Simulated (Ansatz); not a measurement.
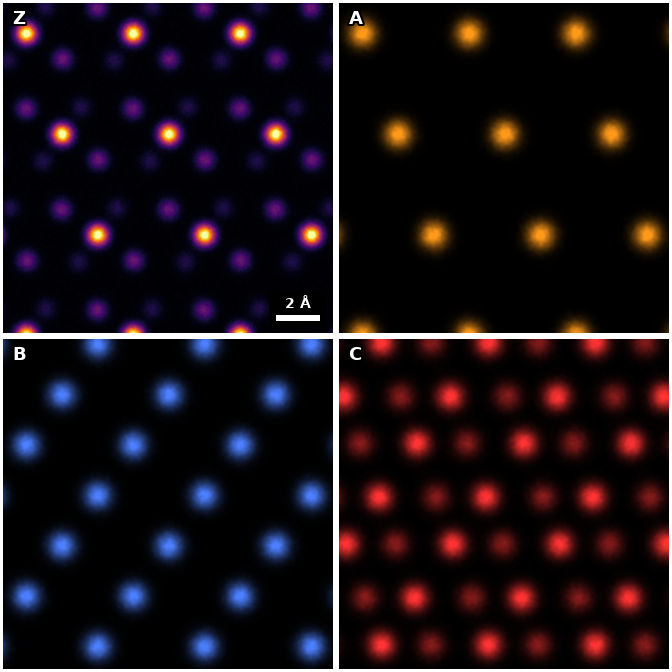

Ca2SnF6 (Fm-3m, No. 225) along [110]. Panel Z: The image is simulated as a sum over atoms of Z^1.7, blurred by a 0.77 Å probe (no channelling). Shot noise was added. The other panels are simulated element maps (the number of atoms of one element along the beam, blurred by 1.0 Å, with counting noise; each on its own scale, no channelling). Structure: coordinates from a relaxation with DFT PBE, scalar-relativistic, plane waves, PAW (Ansatz 0.2.0); the starting structure was generated, so it need not be a known form of this composition.

```cif
data_structure
_symmetry_space_group_name_H-M 'P 1'
_symmetry_Int_Tables_number 1
_cell_length_a 8.2697
_cell_length_b 8.2697
_cell_length_c 8.2697
_cell_angle_alpha 90.000
_cell_angle_beta 90.000
_cell_angle_gamma 90.000
_cell_volume 565.54
loop_
_atom_site_label
_atom_site_type_symbol
_atom_site_fract_x
_atom_site_fract_y
_atom_site_fract_z
_atom_site_occupancy
Ca1 Ca 0.25000 0.75000 0.75000 1
Ca2 Ca 0.25000 0.25000 0.75000 1
Sn1 Sn 0.00000 0.00000 0.00000 1
F1 F 0.26732 0.00000 0.00000 1
F2 F 0.73268 0.00000 0.00000 1
F3 F 0.50000 0.76732 0.00000 1
F4 F 0.50000 0.23268 0.00000 1
F5 F 0.50000 0.00000 0.76732 1
F6 F 0.00000 0.00000 0.73268 1
Ca3 Ca 0.25000 0.25000 0.25000 1
Ca4 Ca 0.25000 0.75000 0.25000 1
Sn2 Sn 0.00000 0.50000 0.50000 1
F7 F 0.26732 0.50000 0.50000 1
F8 F 0.73268 0.50000 0.50000 1
F9 F 0.50000 0.26732 0.50000 1
F10 F 0.50000 0.73268 0.50000 1
F11 F 0.50000 0.50000 0.26732 1
F12 F 0.00000 0.50000 0.23268 1
Ca5 Ca 0.75000 0.75000 0.25000 1
Ca6 Ca 0.75000 0.25000 0.25000 1
Sn3 Sn 0.50000 0.00000 0.50000 1
F13 F 0.76732 0.00000 0.50000 1
F14 F 0.23268 0.00000 0.50000 1
F15 F 0.00000 0.76732 0.50000 1
F16 F 0.00000 0.23268 0.50000 1
F17 F 0.00000 0.00000 0.26732 1
F18 F 0.50000 0.00000 0.23268 1
Ca7 Ca 0.75000 0.25000 0.75000 1
Ca8 Ca 0.75000 0.75000 0.75000 1
Sn4 Sn 0.50000 0.50000 0.00000 1
F19 F 0.76732 0.50000 0.00000 1
F20 F 0.23268 0.50000 0.00000 1
F21 F 0.00000 0.26732 0.00000 1
F22 F 0.00000 0.73268 0.00000 1
F23 F 0.00000 0.50000 0.76732 1
F24 F 0.50000 0.50000 0.73268 1
```

> Which element does each lettered map show?

A: Sn, B: Ca, C: F. The projected cell (5.06 × 5.06 Å, 109°) holds 5 columns: 2 of Ca + F, 2 of F and 1 of Sn. Columns shared by several elements: Ca + F.
